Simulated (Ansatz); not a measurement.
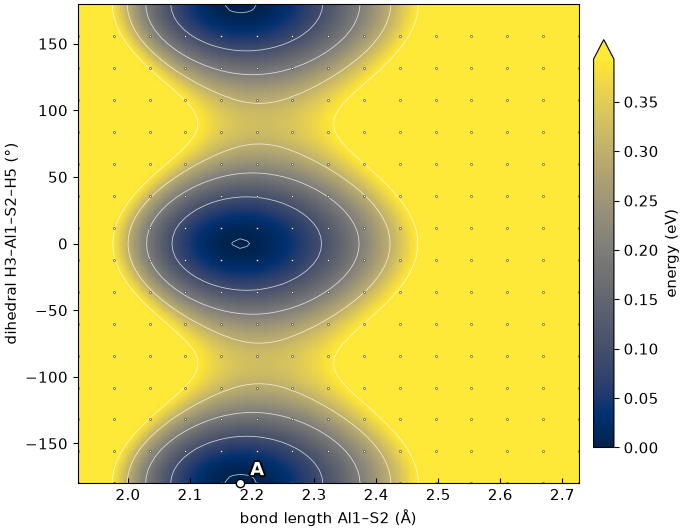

AlH3S, SMILES [AlH2][SH]. The first coordinate is: bond length Al1–S2; the second: dihedral H3–Al1–S2–H5. Nothing is relaxed (all other coordinates rigid). Grid: 15 × 15 points; 120 points were computed and 105 follow by symmetry. Points are written as (first, second). Energies are in eV, from the lowest grid point. These are results of Ansatz 0.2.0, RKS PBE0-D4/def2-TZVP, not measurements.

The picture shows a smooth colour map with a few white contour lines, dots at the grid points, one colour for all values above the top of the scale, the well A. Between grid points the surface is interpolated.

> Where is the minimum, and how stiff is the well along each coordinate? Take the well at A.

The interpolated minimum is at bond length Al1–S2 ≈ 2.181 Å, dihedral H3–Al1–S2–H5 ≈ −180°. The curvatures there are about 14 eV/Å² and 0.62 eV/rad², with a cross term of about 0 eV/(Å·rad). Round the minimum the two coordinates are nearly uncoupled.
